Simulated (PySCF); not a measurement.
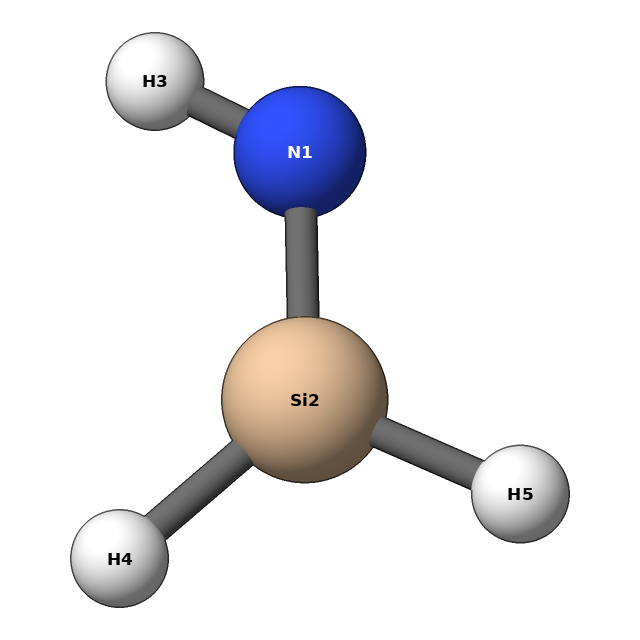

Computed geometry: PBE0-D3(BJ)/def2-SVP optimisation. No frequency run is at hand to confirm it as a minimum. Method: GIAO PBE0/pcSseg-1 NMR shielding, non-relativistic, gas phase (PySCF 2.14.0). Principal shieldings σ11 ≤ σ22 ≤ σ33, span Ω = σ33 − σ11, skew κ = 3(σiso − σ22)/Ω.

Give the shielding tensors of the N atoms.

```tsv
atom	σ11	σ22	σ33	σiso	Ω	κ
N1	−440.6	12.7	285.1	−47.6	725.7	−0.25
```

Shieldings and span in ppm.
